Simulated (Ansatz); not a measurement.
BF$_{2}$H$_{5}$Si$_{2}$

```xyz
10

B    -1.8877   -0.4648   -0.1983
F     0.9474    0.8646   -0.2146
F    -0.9451    2.5052    0.0985
Si   -0.6564    0.9598   -0.2335
Si   -1.7861   -0.7424    1.8433
H    -1.4140   -1.4492   -0.7221
H    -3.0023   -0.0647   -0.4544
H    -2.2060    0.4573    2.6376
H    -2.7238   -1.8631    2.1618
H    -0.4210   -1.1213    2.3322
```

Geometry: r2SCAN-D4/def2-SVP.

The calculation used isolated molecule in a Gaussian basis; Kohn-Sham density functional theory, functional PBE0 (Ansatz 0.2.0).

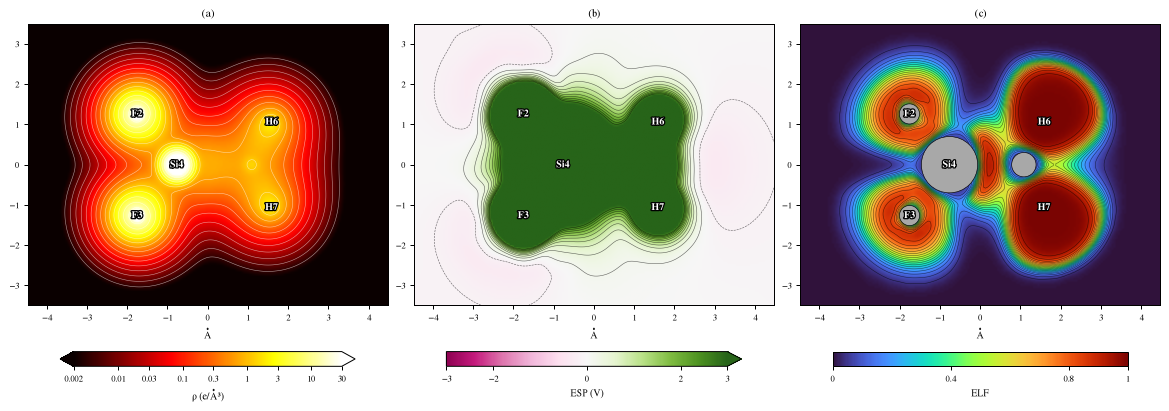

Figure 1. (a) total electron density; (b) electrostatic potential; (c) ELF on the plane of atoms F2, Si4 and F3. Grey discs cover the atomic cores in the ELF map.

Interpret the plot.

Answer. The plane passes through F, Si and H nuclei.
Si–F (1.61 Å): ρ at the midpoint is about 1.1 e/Å³; the ELF peaks at about 0.85 in the valence shell of F, 0.6 Å from its nucleus, and is about 0.50 at the midpoint.
The ELF also peaks beside F3 and F2, away from the bonds: lone-pair regions.
Outside the dense part of the molecule the potential is most negative (−0.4 V) near F2 and F3.

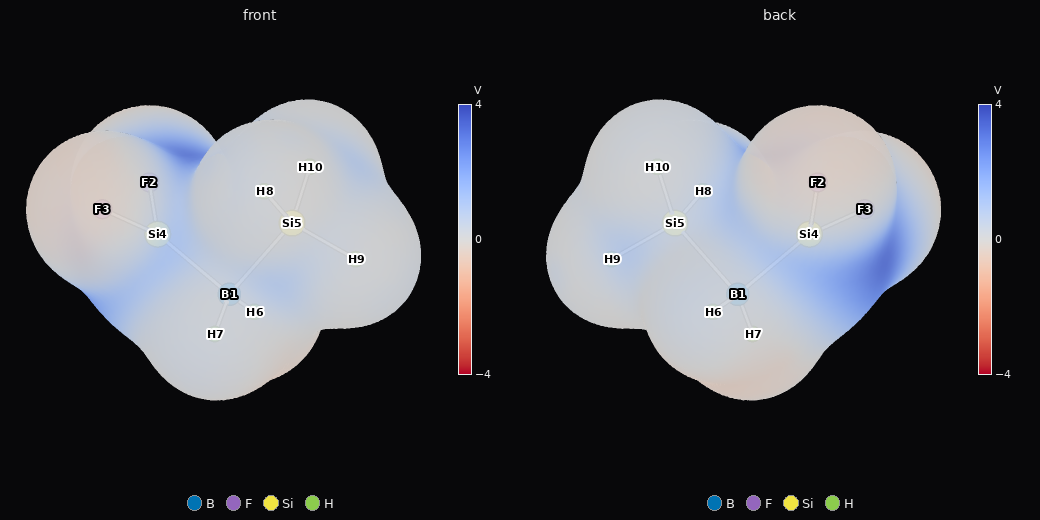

Figure 2. The electrostatic potential painted on the density surface at 0.002 e/bohr³, seen from the front and from behind; red is negative and blue positive.

Describe the electrostatic potential map.

Answer. The most negative region (about −0.4 V) lies over H6, the most positive (about +3.0 V) over Si4.

What dipole moment does the calculation give?

Answer. Its dipole moment is 0.83 D.

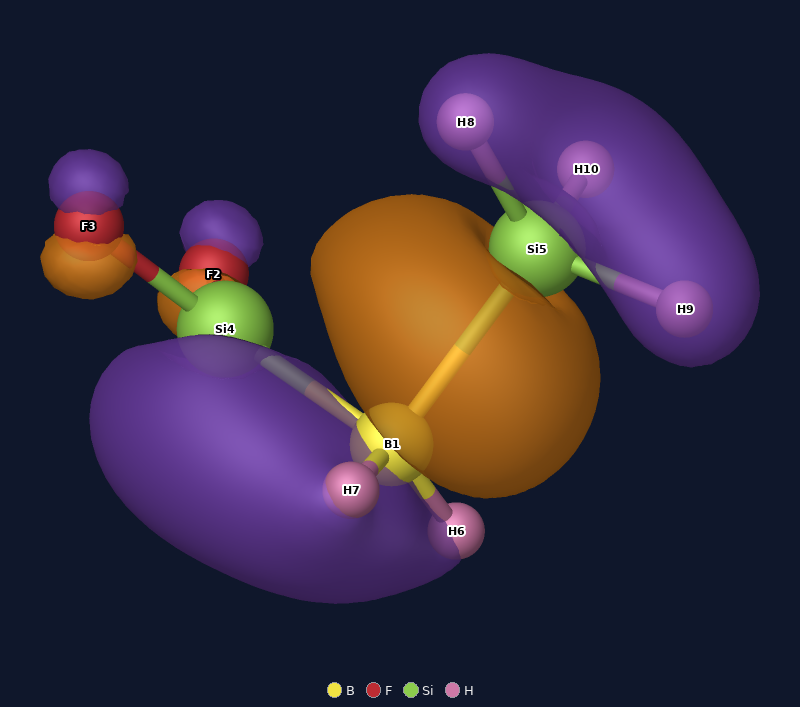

Figure 3. The HOMO at ±0.1 Å⁻³ᐟ² (orange and purple are the two phases), seen at a tilt.

Where does this orbital lie, and at what energy?

Answer. It lies mainly on B1 (about 30 %), Si5 (about 30 %) and Si4 (about 20 %). Its energy is −8.19 eV.
